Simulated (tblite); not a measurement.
# Geometry relaxation, with input and output: C₄H₈Al₂Cl₂ (part 2 of 2)

The same run, continued: C₄H₈Al₂Cl₂, SMILES CCC#[C][AlH-]1[Cl+][AlH2-][Cl+]1; GFN2-xTB geometry optimisation, gas phase (tblite 0.8.0). It belongs to a series of runs on one base structure; here: constitutional isomer.

Geometry of the input (Å):
```
C  -3.2943  0.2958  0.3247
C  -2.7180  0.1801  -1.0488
C  -1.2498  0.0643  -0.8809
C  -0.0491  0.0015  -0.7780
Al 1.8844  -0.1325  -0.6109
Cl 2.5183  -1.0978  1.2578
Al 4.1656  0.4133  1.3310
Cl 2.7883  1.7320  0.1904
H  -2.5624  0.4339  1.1452
H  -3.9656  1.2141  0.3484
H  -4.0036  -0.5445  0.5765
H  -3.1262  -0.6718  -1.6274
H  -2.9767  1.1055  -1.6016
H  2.6056  -0.6551  -1.9322
H  5.4650  0.0002  0.4898
H  4.5109  0.9373  2.8044
```

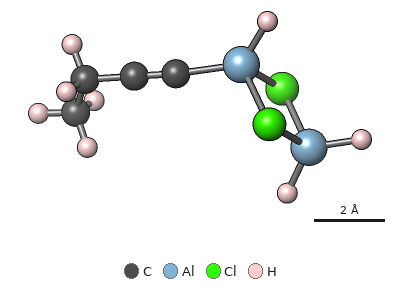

*The geometry at step 111 of the log (ball-and-stick view, seen at a tilt).*

### Trajectory as extended XYZ, continued
```
16
Properties=species:S:1:pos:R:3:forces:R:3 step=50 energy=-653.68543
C    -3.4070    0.3327    0.4210    0.0410   0.0240  -0.0290
C    -2.6013    0.3089   -0.8827    0.0560   0.0220  -0.0140
C    -1.1773    0.1064   -0.6934    0.1090   0.0140  -0.0480
C     0.0308   -0.0048   -0.5985    0.0660  -0.0190   0.0480
Al    1.9300   -0.2593   -0.8764   -0.0220  -0.0080  -0.0160
Cl    2.9130   -1.3613    0.7771   -0.0460   0.0310  -0.0160
Al    4.0472    0.4218    1.3410    0.0070  -0.0390  -0.0650
Cl    3.1706    1.5089   -0.3346   -0.0910  -0.0160   0.0180
H    -2.8438    0.8450    1.1990   -0.0490  -0.0100  -0.0090
H    -4.3440    0.8637    0.2649   -0.0030  -0.0300   0.0090
H    -3.6414   -0.6731    0.7615    0.1040  -0.0100   0.0160
H    -2.9656   -0.4740   -1.5543   -0.0920  -0.0090   0.0310
H    -2.7152    1.2667   -1.3996   -0.0390   0.0460  -0.0050
H     2.5973   -0.7673   -2.1674    0.0060  -0.0260   0.0140
H     5.5525    0.1881    1.0879   -0.0410  -0.0010  -0.0060
H     3.4465    0.9741    2.6432   -0.0070   0.0300   0.0740
16
Properties=species:S:1:pos:R:3:forces:R:3 step=62 energy=-653.71979
C    -3.3209    0.3356    0.4303   -0.0300  -0.0350  -0.1100
C    -2.6024    0.3573   -0.9207    0.0130   0.0150  -0.0350
C    -1.1826    0.1151   -0.7752   -0.0430   0.0350  -0.0130
C     0.0077   -0.0502   -0.5939    0.0520  -0.0130  -0.0630
Al    1.8915   -0.2983   -0.8815    0.2270  -0.0440   0.0060
Cl    2.8667   -1.3644    0.8022   -0.0090   0.0080  -0.0150
Al    4.0107    0.4176    1.3467   -0.1320   0.0390   0.0190
Cl    3.0361    1.5113   -0.2839    0.0280  -0.0450   0.0000
H    -2.8215    0.9587    1.1683    0.0520   0.0360  -0.0920
H    -4.3354    0.6974    0.2976   -0.1170  -0.0180   0.0700
H    -3.3516   -0.6826    0.8049   -0.0290  -0.0470   0.1040
H    -3.0330   -0.4051   -1.5819    0.0390   0.0410   0.0610
H    -2.7324    1.3278   -1.4114   -0.0110   0.0260   0.0580
H     2.6005   -0.8159   -2.1539   -0.0410   0.0260   0.0700
H     5.5089    0.1857    1.0715   -0.0160   0.0010  -0.0470
H     3.4503    0.9863    2.6696    0.0170  -0.0240  -0.0140
16
Properties=species:S:1:pos:R:3:forces:R:3 step=74 energy=-653.74457
C    -3.2796    0.3251    0.4464   -0.0020   0.0380   0.0020
C    -2.5872    0.3998   -0.9148    0.0310   0.0200   0.0060
C    -1.1632    0.1537   -0.8025    0.0470  -0.0510  -0.0090
C     0.0267   -0.0628   -0.6757    0.0460   0.0050  -0.0260
Al    1.9224   -0.3519   -0.9060   -0.0950   0.0040  -0.0280
Cl    2.8463   -1.3967    0.8092   -0.0420   0.0080  -0.0160
Al    3.9188    0.4256    1.3589   -0.0040   0.0230   0.0380
Cl    2.9967    1.4884   -0.3045    0.0230   0.0080   0.0010
H    -2.8677    1.0759    1.1172    0.0200  -0.0390   0.0320
H    -4.3446    0.5118    0.3370   -0.0450  -0.0100  -0.0200
H    -3.1416   -0.6584    0.8905    0.0150   0.0250   0.0100
H    -3.0188   -0.3374   -1.5987   -0.0060  -0.0180   0.0040
H    -2.7287    1.3918   -1.3546   -0.0450   0.0150   0.0040
H     2.6384   -0.8745   -2.1632    0.0380  -0.0100   0.0320
H     5.4160    0.2121    1.0606    0.0220   0.0030   0.0020
H     3.3584    0.9739    2.6888   -0.0050  -0.0220  -0.0320
16
Properties=species:S:1:pos:R:3:forces:R:3 step=87 energy=-653.75008
C    -3.2682    0.3242    0.4621    0.0040  -0.0030  -0.0030
C    -2.5844    0.4102   -0.9038   -0.0040   0.0100   0.0040
C    -1.1571    0.1684   -0.8195   -0.0330  -0.0340  -0.0190
C     0.0356   -0.0543   -0.7415    0.0140   0.0290  -0.0130
Al    1.9301   -0.3487   -0.9428    0.0170  -0.0120   0.0140
Cl    2.7911   -1.3823    0.8098    0.0010  -0.0010   0.0070
Al    3.8941    0.4223    1.3578    0.0010  -0.0150   0.0030
Cl    3.0145    1.4864   -0.3281   -0.0010   0.0000  -0.0080
H    -2.8841    1.0920    1.1296    0.0150  -0.0110   0.0050
H    -4.3411    0.4656    0.3499    0.0020   0.0090   0.0040
H    -3.0920   -0.6484    0.9157    0.0090  -0.0060   0.0040
H    -3.0225   -0.3265   -1.5860    0.0140   0.0050   0.0170
H    -2.7424    1.4042   -1.3340   -0.0170   0.0070  -0.0100
H     2.7091   -0.9108   -2.1436   -0.0040   0.0090  -0.0190
H     5.3990    0.2222    1.0831   -0.0020  -0.0130   0.0020
H     3.3107    0.9520    2.6798   -0.0180   0.0250   0.0130
16
Properties=species:S:1:pos:R:3:forces:R:3 step=99 energy=-653.75352
C    -3.2442    0.3179    0.4739    0.0000  -0.0190   0.0270
C    -2.5983    0.4030   -0.9102    0.0140  -0.0030   0.0080
C    -1.1669    0.1732   -0.8624    0.0210  -0.0070   0.0050
C     0.0335   -0.0155   -0.8122    0.0180  -0.0140   0.0130
Al    1.9324   -0.3403   -0.9570   -0.0300   0.0310  -0.0130
Cl    2.7386   -1.3623    0.8282    0.0030  -0.0090   0.0160
Al    3.8823    0.4227    1.3733   -0.0220  -0.0080   0.0000
Cl    3.0324    1.4825   -0.3285   -0.0030   0.0210  -0.0150
H    -2.8237    1.0698    1.1393   -0.0050  -0.0250  -0.0200
H    -4.3176    0.4838    0.3922    0.0440  -0.0050   0.0180
H    -3.0750   -0.6644    0.9122   -0.0050   0.0340  -0.0070
H    -3.0499   -0.3423   -1.5734    0.0100   0.0140  -0.0080
H    -2.7762    1.3940   -1.3390   -0.0150   0.0050  -0.0220
H     2.7406   -0.9105   -2.1363   -0.0150  -0.0050  -0.0040
H     5.3834    0.1796    1.1019   -0.0200  -0.0090   0.0210
H     3.3010    0.9851    2.6866    0.0050  -0.0010  -0.0190
16
Properties=species:S:1:pos:R:3:forces:R:3 step=111 energy=-653.76178
C    -3.1343    0.2945    0.5264   -0.0060   0.0050  -0.0080
C    -2.5813    0.4150   -0.8955    0.0000  -0.0020  -0.0030
C    -1.1438    0.2274   -0.9304    0.0270  -0.0140   0.0080
C     0.0611    0.0615   -0.9402   -0.0300   0.0060   0.0090
Al    1.9507   -0.3111   -1.0594    0.0010  -0.0170  -0.0140
Cl    2.6044   -1.3458    0.7895   -0.0160   0.0020   0.0080
Al    3.7389    0.4128    1.3983   -0.0080   0.0090   0.0070
Cl    3.1194    1.4564   -0.4161   -0.0020  -0.0080  -0.0150
H    -2.7056    1.0604    1.1682    0.0080   0.0120  -0.0010
H    -4.2167    0.4135    0.5153    0.0370  -0.0100   0.0130
H    -2.8916   -0.6787    0.9476   -0.0140  -0.0050  -0.0100
H    -3.0462   -0.3395   -1.5385    0.0010  -0.0040  -0.0020
H    -2.8219    1.4008   -1.3053    0.0070   0.0100   0.0000
H     2.7673   -0.9589   -2.1921   -0.0070   0.0190   0.0100
H     5.2418    0.0765    1.3212    0.0060   0.0120  -0.0040
H     3.0502    1.0916    2.5995   -0.0030  -0.0150   0.0020
16
Properties=species:S:1:pos:R:3:forces:R:3 step=124 energy=-653.76270
C    -3.1116    0.2924    0.5324    0.0140   0.0050   0.0010
C    -2.5792    0.4171   -0.8967    0.0010   0.0050   0.0020
C    -1.1426    0.2295   -0.9427   -0.0010  -0.0070  -0.0050
C     0.0621    0.0664   -0.9569    0.0080  -0.0050  -0.0020
Al    1.9495   -0.3149   -1.0706   -0.0050   0.0020   0.0030
Cl    2.5680   -1.3375    0.7971   -0.0010  -0.0120  -0.0090
Al    3.7133    0.4149    1.4012    0.0040   0.0060  -0.0030
Cl    3.1250    1.4475   -0.4305   -0.0020   0.0050   0.0070
H    -2.6754    1.0595    1.1682   -0.0030   0.0030  -0.0010
H    -4.1937    0.4042    0.5398    0.0020   0.0060   0.0060
H    -2.8574   -0.6804    0.9471   -0.0080  -0.0110   0.0010
H    -3.0506   -0.3369   -1.5356    0.0000   0.0070  -0.0030
H    -2.8218    1.4049   -1.3009   -0.0060  -0.0030   0.0000
H     2.7739   -0.9595   -2.1964    0.0020  -0.0080  -0.0010
H     5.2174    0.0789    1.3354    0.0000   0.0060  -0.0010
H     3.0155    1.0904    2.5975   -0.0070   0.0020   0.0050
16
Properties=species:S:1:pos:R:3:forces:R:3 step=136 energy=-653.76385
C    -3.0704    0.2924    0.5480   -0.0050   0.0220  -0.0050
C    -2.5685    0.4237   -0.8917    0.0030   0.0010   0.0000
C    -1.1353    0.2209   -0.9667    0.0070   0.0090   0.0100
C     0.0689    0.0565   -0.9967   -0.0030  -0.0150  -0.0060
Al    1.9554   -0.3294   -1.1000    0.0010  -0.0200   0.0020
Cl    2.5640   -1.3509    0.7726   -0.0010  -0.0130   0.0070
Al    3.6568    0.4229    1.4086   -0.0040   0.0040   0.0000
Cl    3.1090    1.4395   -0.4426   -0.0070   0.0160  -0.0160
H    -2.5977    1.0390    1.1822    0.0070  -0.0050   0.0070
H    -4.1481    0.4368    0.5850    0.0010  -0.0040  -0.0060
H    -2.8361   -0.6935    0.9434    0.0010  -0.0010  -0.0010
H    -3.0617   -0.3186   -1.5275   -0.0060   0.0100  -0.0040
H    -2.8060    1.4190   -1.2815   -0.0100  -0.0160   0.0050
H     2.7876   -0.9934   -2.2085    0.0080   0.0160  -0.0040
H     5.1707    0.1332    1.3804    0.0060  -0.0050   0.0090
H     2.9037    1.0783    2.5835    0.0040   0.0030   0.0020
16
Properties=species:S:1:pos:R:3:forces:R:3 step=149 energy=-653.76483
C    -3.0538    0.2985    0.5550    0.0020  -0.0010  -0.0060
C    -2.5609    0.4327   -0.8874    0.0010  -0.0040  -0.0060
C    -1.1310    0.2103   -0.9727   -0.0010  -0.0070   0.0060
C     0.0683    0.0145   -1.0110   -0.0020  -0.0060   0.0010
Al    1.9578   -0.3602   -1.1094    0.0060   0.0020  -0.0060
Cl    2.5868   -1.3686    0.7611   -0.0030   0.0030  -0.0040
Al    3.6292    0.4368    1.4059    0.0140  -0.0120   0.0040
Cl    3.0737    1.4377   -0.4496   -0.0010   0.0030  -0.0010
H    -2.5546    1.0225    1.1946    0.0030   0.0040   0.0050
H    -4.1268    0.4711    0.6030   -0.0020  -0.0020  -0.0020
H    -2.8427   -0.6988    0.9349   -0.0020   0.0030   0.0040
H    -3.0681   -0.2992   -1.5242   -0.0080   0.0020  -0.0030
H    -2.7913    1.4317   -1.2706    0.0080   0.0010   0.0070
H     2.8071   -0.9935   -2.2231    0.0040   0.0050   0.0040
H     5.1502    0.1770    1.4045   -0.0120  -0.0010  -0.0050
H     2.8484    1.0640    2.5776   -0.0050   0.0090   0.0010
16
Properties=species:S:1:pos:R:3:forces:R:3 step=161 energy=-653.76529
C    -3.0396    0.3011    0.5624    0.0000  -0.0010   0.0000
C    -2.5531    0.4354   -0.8822    0.0000  -0.0010  -0.0010
C    -1.1276    0.1917   -0.9784    0.0030  -0.0030   0.0050
C     0.0689   -0.0183   -1.0283    0.0060   0.0000  -0.0010
Al    1.9632   -0.3705   -1.1246    0.0040   0.0010   0.0000
Cl    2.5853   -1.3755    0.7508   -0.0020   0.0010   0.0010
Al    3.6013    0.4389    1.4079    0.0050   0.0030  -0.0060
Cl    3.0553    1.4371   -0.4532   -0.0020   0.0010   0.0010
H    -2.5278    1.0162    1.2024   -0.0030  -0.0010  -0.0010
H    -4.1103    0.4864    0.6167    0.0030   0.0030  -0.0010
H    -2.8394   -0.7001    0.9377    0.0000  -0.0010   0.0020
H    -3.0777   -0.2821   -1.5211   -0.0040  -0.0020  -0.0020
H    -2.7668    1.4416   -1.2559   -0.0020   0.0040   0.0000
H     2.8329   -0.9882   -2.2311   -0.0030   0.0000   0.0000
H     5.1239    0.1930    1.4185   -0.0040  -0.0020   0.0020
H     2.8039    1.0698    2.5669   -0.0010  -0.0020   0.0020
```

### Results in brief

```tsv
quantity	value
outcome	converged
total energy	−653.7653 eV
hardware	1 CPU thread, shared host
wall time	3 s
peak memory	0.18 GiB
```
